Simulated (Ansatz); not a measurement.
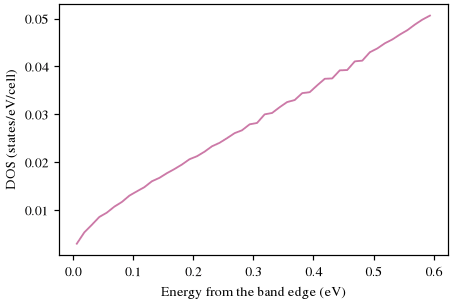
Figure: Density of states of SnO₂ (P4_2/mnm) above the conduction band minimum, PBEsol, rigid bands in Ansatz (a quantum-chemistry and plane-wave program); cell volume 73.1 Å³.

What effective density of states at 300 K does this give (∫ g(E) exp(−E/k_BT) dE, both spins, divided by the cell's size)?

2.0e18 cm⁻³, a density-of-states mass of 0.187 mₑ, valleys and band degeneracy included.

Spin-orbit coupling is left out. Geometry: cell and atoms relaxed with PBEsol.
